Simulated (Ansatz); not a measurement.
A series of calculations on BSi₃NH₈S

Part 1: Relaxation

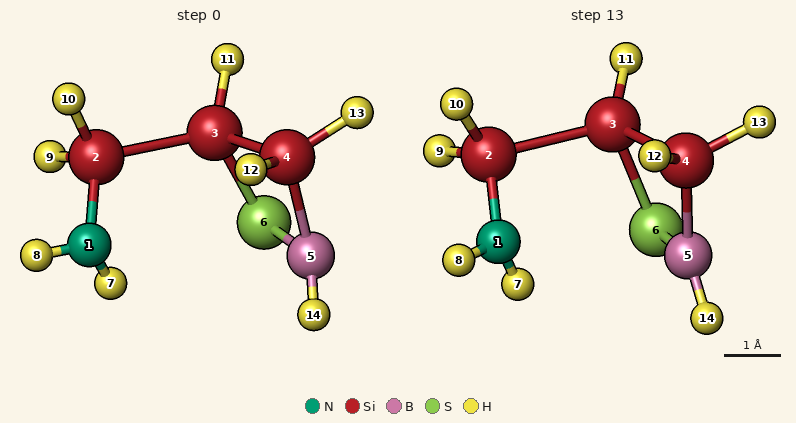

The structure of BSi$_{3}$NH$_{8}$S before (left) and after (right) a relaxation, at one scale.

A ball-and-stick model, seen from a free direction.

The run prepares an end point of a later path (torsion) calculation, from a guessed geometry.

Level of theory: RKS B3LYP-D4/def2-SVP (Ansatz 0.2.0).

The input:
```yaml
crystal:
  periodic: [false, false, false]
  atoms:
    - { symbol: "N", position_ang: [0.671, -1.9657, -0.6943] }
    - { symbol: Si, position_ang: [1.2705, -1.0692, 0.7232] }
    - { symbol: Si, position_ang: [0.0279, 0.7692, 1.0908] }
    - { symbol: Si, position_ang: [-0.3071, 1.8166, -0.7235] }
    - { symbol: B, position_ang: [-2.1571, 0.9414, -0.7944] }
    - { symbol: S, position_ang: [-2.0141, 0.3461, 1.0578] }
    - { symbol: H, position_ang: [-0.3314, -2.1918, -0.4692] }
    - { symbol: H, position_ang: [1.2065, -2.7892, -0.808] }
    - { symbol: H, position_ang: [1.211, -1.9318, 1.9403] }
    - { symbol: H, position_ang: [2.673, -0.6818, 0.4945] }
    - { symbol: H, position_ang: [0.4546, 1.6213, 2.2527] }
    - { symbol: H, position_ang: [0.5038, 1.3873, -1.8122] }
    - { symbol: H, position_ang: [-0.5345, 3.2858, -0.5402] }
    - { symbol: H, position_ang: [-2.687, 0.4326, -1.6886] }
basis:
  gaussian: { orbitals: def2-SVP }
hamiltonian:
  xc: b3lyp
  dispersion: d4
relax:
  f_tol: 0.015
  max_steps: 40
```

Launched with:
```bash
ansatz run input.yaml --threads 2 --pin off --max-ram 3072MiB --backend cpu --events-out ev --progress --plain --runs-dir out
```

**Summarise the run.**

The energy falls by 1.550 eV in 12 accepted moves (13 points after the start). The largest force component goes from 3 to 0.0079 eV/Å. The line search rejected the trial step at point 7 of the run. The largest move after the best rigid fit is that of H8, 0.51 Å. By element the largest moves are H 0.51 Å, B 0.37 Å, N 0.29 Å, Si 0.20 Å, S 0.18 Å. Near-neighbour distances that change, for instance: Si3–Si4 2.122 → 2.353 Å, Si3–S6 2.086 → 2.239 Å, B5–S6 1.951 → 1.804 Å, Si2–Si3 2.249 → 2.346 Å. Bond angles that change, for instance: Si4–B5–S6 91.8° → 105.4°, Si2–N1–H7 105.0° → 118.3°, B5–Si4–H12 111.1° → 123.4°. The run took 99 s on 2 threads of Arm Neoverse V1, on a shared host, peak memory 0.39 GiB.

Part 2: Relaxation

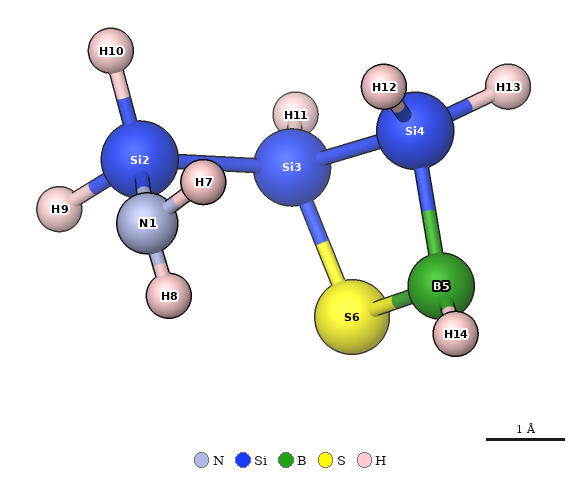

BSi3NH8S, before the relaxation. A ball-and-stick model, seen from a free direction.

The run prepares an end point of a later path (torsion) calculation, from a guessed geometry.

The calculation used RKS B3LYP-D4/def2-SVP in Ansatz.

Input
```yaml
crystal:
  periodic: [false, false, false]
  atoms:
    - { symbol: "N", position_ang: [0.671, -1.9657, -0.6943] }
    - { symbol: Si, position_ang: [1.2705, -1.0692, 0.7232] }
    - { symbol: Si, position_ang: [1.18869, -2.34825, 2.57151] }
    - { symbol: Si, position_ang: [-0.6763, -3.35123, 2.70105] }
    - { symbol: B, position_ang: [0.25573, -5.01334, 1.95123] }
    - { symbol: S, position_ang: [2.01913, -4.234, 2.24872] }
    - { symbol: H, position_ang: [-0.3314, -2.1918, -0.4692] }
    - { symbol: H, position_ang: [1.2065, -2.7892, -0.808] }
    - { symbol: H, position_ang: [2.68502, -0.6453, 0.50324] }
    - { symbol: H, position_ang: [0.44744, 0.1366, 0.91815] }
    - { symbol: H, position_ang: [1.65043, -1.68851, 3.84024] }
    - { symbol: H, position_ang: [-1.66917, -2.87158, 1.80034] }
    - { symbol: H, position_ang: [-1.08694, -3.68532, 4.10234] }
    - { symbol: H, position_ang: [-0.09706, -5.72881, 1.11284] }
basis:
  gaussian: { orbitals: def2-SVP }
hamiltonian:
  xc: b3lyp
  dispersion: d4
relax:
  f_tol: 0.015
  max_steps: 40
```

Launched with:
```bash
ansatz run input.yaml --threads 2 --pin off --max-ram 3072MiB --backend cpu --events-out ev --progress --plain --runs-dir out
```

Q: What does the optimiser find from here?

A: After 14 accepted moves (15 points after the start) the energy has fallen by 34.7 kcal/mol. The largest force component goes from 3.5 to 0.013 eV/Å. The line search rejected the trial step at point 7 of the run. H12 moves most after the best rigid fit: 0.39 Å. By element the largest moves are H 0.39 Å, B 0.32 Å, N 0.22 Å, Si 0.22 Å, S 0.05 Å. Among the contacts that change: Si3–Si4 2.122 → 2.355 Å, Si3–S6 2.086 → 2.239 Å, B5–S6 1.951 → 1.801 Å, Si2–Si3 2.249 → 2.357 Å. Bond angles that change, for instance: Si2–N1–H7 105.0° → 121.7°, Si4–B5–S6 91.8° → 105.1°, Si2–N1–H8 109.2° → 121.7°.

History of the run:

| step | E − E(0), kcal/mol | largest force component, eV/Å | note |
| --- | --- | --- | --- |
| 0 | 0.00 | 3.5232 |  |
| 1 | -26.05 | 1.3849 |  |
| 2 | -32.60 | 0.7764 |  |
| 3 | -33.98 | 0.3546 |  |
| 4 | -34.27 | 0.3073 |  |
| 5 | -34.48 | 0.1280 |  |
| 6 | -34.58 | 0.2043 |  |
| 7 | -33.84 | 0.3951 | rejected |
| 8 | -34.68 | 0.0526 |  |
| 9 | -34.70 | 0.1818 |  |
| 10 | -34.71 | 0.1224 |  |
| 11 | -34.72 | 0.0741 |  |
| 12 | -34.74 | 0.0673 |  |
| 13 | -34.74 | 0.0335 |  |
| 14 | -34.75 | 0.0258 |  |
| 15 | -34.75 | 0.0127 |  |

Final geometry:

```xyz
14

N     0.6096   -2.0458   -0.4986
Si    1.3608   -1.0621    0.7216
Si    1.1855   -2.2360    2.7575
Si   -0.8405   -3.4339    2.6729
B     0.3963   -4.7756    1.7985
S     2.0588   -4.2267    2.2213
H    -0.3886   -2.0076   -0.6738
H     1.0150   -2.9258   -0.7987
H     2.7847   -0.7988    0.3595
H     0.6072    0.2249    0.7896
H     1.7961   -1.6590    3.9948
H    -2.0213   -2.8379    1.9747
H    -1.2703   -3.8837    4.0327
H     0.2404   -5.7776    1.1493
```

After the run, drawn alike:

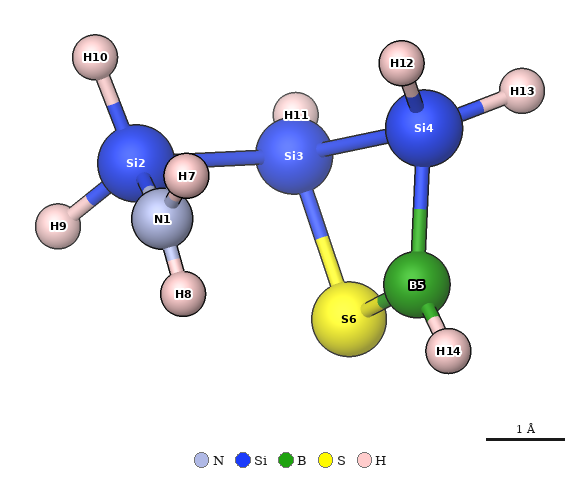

Part 3: Path

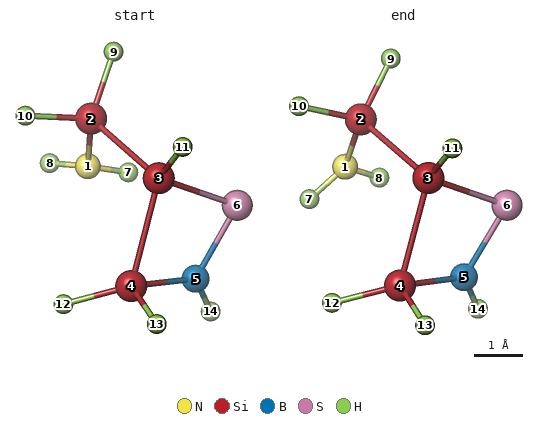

The two relaxed end points of a path for BSi$_{3}$NH$_{8}$S. Style: ball-and-stick. Shown from a free direction.

Level of theory: RKS B3LYP-D4/def2-SVP (Ansatz 0.2.0).

The input:
```yaml
crystal:
  periodic: [false, false, false]
  atoms:
    - { symbol: "N", position_ang: [0.496734, -1.809504, -0.522242] }
    - { symbol: Si, position_ang: [1.300081, -1.145728, 0.878496] }
    - { symbol: Si, position_ang: [0.111796, 0.852907, 1.193272] }
    - { symbol: Si, position_ang: [-0.269379, 1.824209, -0.916185] }
    - { symbol: B, position_ang: [-1.915833, 0.658565, -0.766072] }
    - { symbol: S, position_ang: [-2.016458, 0.193879, 0.97382] }
    - { symbol: H, position_ang: [-0.477661, -2.086066, -0.433279] }
    - { symbol: H, position_ang: [0.995649, -2.458067, -1.124787] }
    - { symbol: H, position_ang: [1.322423, -2.009532, 2.104762] }
    - { symbol: H, position_ang: [2.716773, -0.883208, 0.486418] }
    - { symbol: H, position_ang: [0.351146, 1.598269, 2.466227] }
    - { symbol: H, position_ang: [0.750694, 1.67069, -1.99518] }
    - { symbol: H, position_ang: [-0.611788, 3.275038, -0.783656] }
    - { symbol: H, position_ang: [-2.767078, 0.289349, -1.532694] }
basis:
  gaussian: { orbitals: def2-SVP }
hamiltonian:
  xc: b3lyp
  dispersion: d4
neb:
  order_check: false
  images: 5
  f_tol: 0.03
  max_iterations: 39
  initial_path: idpp
  final_atoms:
    - { symbol: "N", position_ang: [0.64860182, -1.88295483, -0.54035434] }
    - { symbol: Si, position_ang: [1.27428746, -1.17105633, 0.91648329] }
    - { symbol: Si, position_ang: [0.14300717, 0.87303783, 1.22567263] }
    - { symbol: Si, position_ang: [-0.3062782, 1.72667525, -0.92290215] }
    - { symbol: B, position_ang: [-1.94625825, 0.57217358, -0.65494226] }
    - { symbol: S, position_ang: [-2.00095149, 0.23767778, 1.11399844] }
    - { symbol: H, position_ang: [1.02465758, -1.64777785, -1.45244802] }
    - { symbol: H, position_ang: [-0.30302261, -2.22905852, -0.59903018] }
    - { symbol: H, position_ang: [1.06252448, -2.09641662, 2.06837916] }
    - { symbol: H, position_ang: [2.73494239, -0.9386754, 0.7130577] }
    - { symbol: H, position_ang: [0.43189799, 1.69789508, 2.43922472] }
    - { symbol: H, position_ang: [0.67763712, 1.50174713, -2.02668033] }
    - { symbol: H, position_ang: [-0.64270688, 3.18297903, -0.87636034] }
    - { symbol: H, position_ang: [-2.81123958, 0.1445549, -1.37519833] }
```

Command:
```bash
ansatz run input.yaml --threads 2 --pin off --max-ram 3072MiB --backend cpu --events-out ev --progress --plain --runs-dir out
```

Q: Predict the minimum-energy path and its barrier.

A: Forward barrier 9.2 kJ/mol, backward barrier 6.2 kJ/mol, with image 3 at the top; the reaction energy is +3.1 kJ/mol. The motion is a rotation about the N1–Si2 bond by about 145°. No bond forms or breaks between the ends. Among the angles between lasting bonds that change up to the highest image: Si2–Si3–Si4 108.3° → 116.6°, N1–Si2–H10 107.0° → 114.6°. The band converged in 17 iterations. The largest component of the band force went from 1.2 to 0.03 eV/Å. The climbing image converged on the top of the path. Its vibrational analysis gives one imaginary mode (260i cm⁻¹), as a transition state must have.

Energies of the converged images:

```json
{"image": "0", "path (Å)": "0.00", "E (kJ/mol)": "0.0"}
{"image": "1", "path (Å)": "0.62", "E (kJ/mol)": "0.9"}
{"image": "2", "path (Å)": "1.24", "E (kJ/mol)": "3.6"}
{"image": "3", "path (Å)": "1.86", "E (kJ/mol)": "9.2"}
{"image": "4", "path (Å)": "2.77", "E (kJ/mol)": "6.3"}
{"image": "5", "path (Å)": "3.66", "E (kJ/mol)": "5.1"}
{"image": "6", "path (Å)": "4.56", "E (kJ/mol)": "3.1"}
```

The geometry at the top of the path:

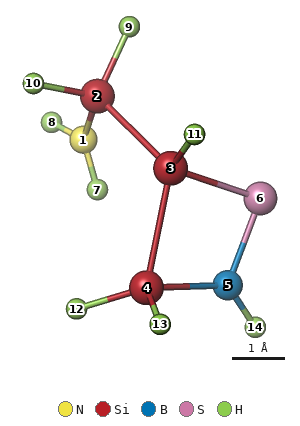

The run took 8.9 min on 2 threads of Arm Neoverse V1 (shared host), peak memory 0.4 GiB.
